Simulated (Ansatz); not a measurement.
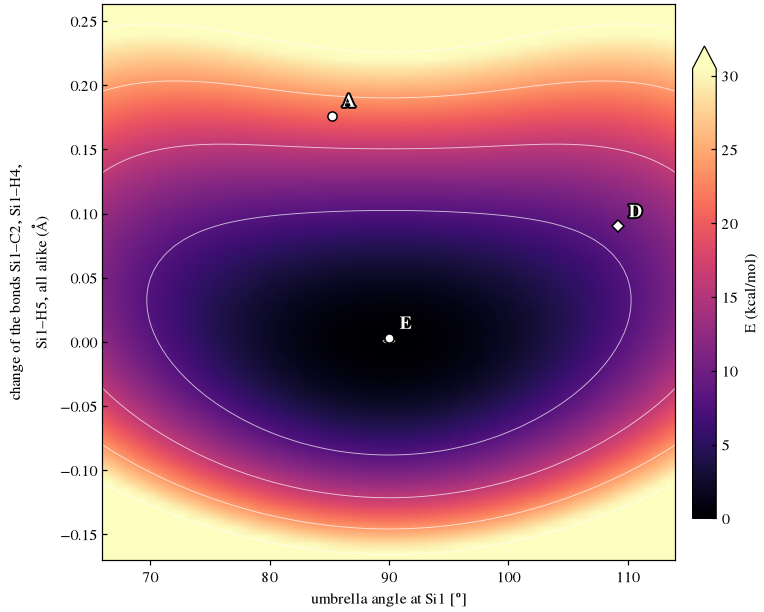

CH₂BrSi, SMILES [SiH2]=[C]Br, spin multiplicity 2. 
- First axis: umbrella angle at Si1 (between each of its bonds and their common axis; 90 is planar). Second axis: change of the bonds Si1–C2, Si1–H4, Si1–H5, all alike.
- Nothing is relaxed (all other coordinates rigid).
- Grid: 11 × 11 points; 66 points were computed and 55 follow by symmetry.
- Points are written as (first, second).
- All energies are given in kcal/mol relative to the lowest grid point.
- In part of the range the unrestricted reference is strongly spin-contaminated.
- Method: Ansatz, UKS CAM-B3LYP-D4/def2-SVP.

Drawn: a smooth colour map with a few white contour lines, one colour for all values above the top of the scale, lettered points. Between grid points the surface is interpolated.

Q: What kind of point is each of A, D, E: minimum, saddle, maximum or slope?

A: A: on a slope; D: on a slope; E: minimum. (In these two coordinates alone; a stationary point may lie a little off the grid point.)

Q: Rank the lettered points by energy, lowest first.

A: E (0.0 kcal/mol), D (9.6 kcal/mol), A (20.8 kcal/mol).
